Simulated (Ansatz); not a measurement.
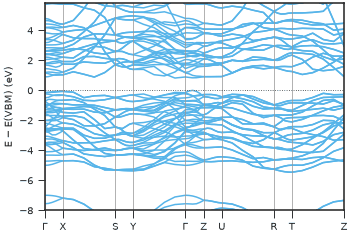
Figure. Band structure from the program Ansatz at the PBE+D3(BJ) level (PAW)

**Question.** Read off the gap and where the band edges lie.

**Answer.** About 0.8 eV (0.81 eV by a search for the band edges); maximum on the Γ–Z line, 38 % of the way from Γ, minimum on the Y–Γ line, 77 % of the way from Y.

The material is Sb$_{2}$Se$_{3}$ in space group Pnma (No. 62; Pearson symbol oP20).

The PBE+D3(BJ) relaxation kept the symmetry of its start. Scalar-relativistic: spin–orbit coupling is off unless named, which matters more the heavier the elements.

Potentials: the later of the program's two PAW sets.
